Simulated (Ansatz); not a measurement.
# Pressure series in NiSi

The reference is NiSi (space group Pnma, No. 62; non-magnetic).

Space group Pnma (No. 62); a = 5.123 Å, b = 3.342 Å, c = 5.568 Å, α = 90.00°, β = 90.00°, γ = 90.00°

| atom | site | symmetry | x | y | z |
|---|---|---|---|---|---|
| Ni | 4c | .m. | 0.0076 | 0.2500 | 0.8113 |
| Si | 4c | .m. | 0.1788 | 0.2500 | 0.4167 |

Cell and atoms are relaxed at each pressure.

Computed with DFT with r2SCAN, PAW potentials and a 500 eV plane-wave cutoff in Ansatz (a program for electronic structure), no SOC, earlier PAW set.

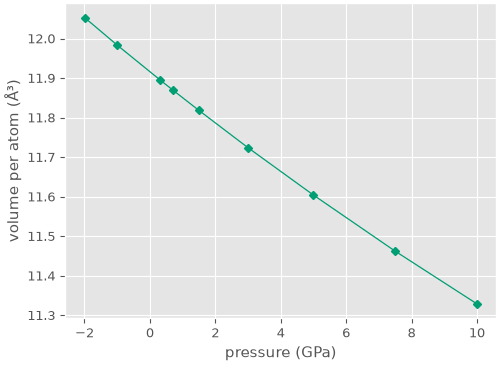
*Volume against pressure*

**Question.** Estimate the zero-pressure bulk modulus from the plot.

**Answer.** About 180 GPa; a third-order Birch–Murnaghan fit to the points gives V₀ = 11.92 Å³/atom, B₀ = 179 GPa and B₀′ = 4.0.

Load acts through the strain it causes; cell and atoms are relaxed under it. Whether these cells are dynamically stable was not tested. Competing high-pressure phases were not computed. Starting moments died away, wholly or in part, for the base; another magnetic solution may exist. The final runs are not spin-polarised.
